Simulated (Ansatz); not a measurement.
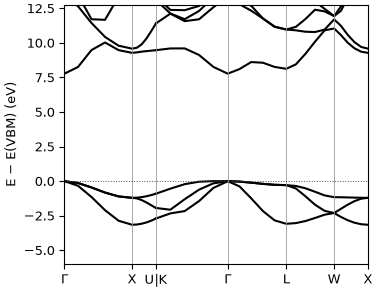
Figure. Band structure from DFT-HSE06 in the program Ansatz with PAW potentials

Q: Read off the gap and where the band edges lie.

A: About 7.8 eV (7.77 eV among the points solved); maximum on the K–Γ line, 83 % of the way from K, minimum at Γ.

Q: Pick the material that matches.
A) NaCl, rock salt
B) CsCl, rock salt
C) LiCl, rock salt

A: C, LiCl, rock salt

Space group Fm-3m (rock salt). The HSE06 relaxation kept the symmetry of its start. The hybrid was solved on a coarse mesh, the path and, where they were found, the r²SCAN edge points; its band edges are the extreme levels among these.

Potentials: the earlier of the program's two PAW sets. The files were generated under PBE; for other functionals the program regenerates the frozen cores, and for LDA and PBEsol the local potential too.
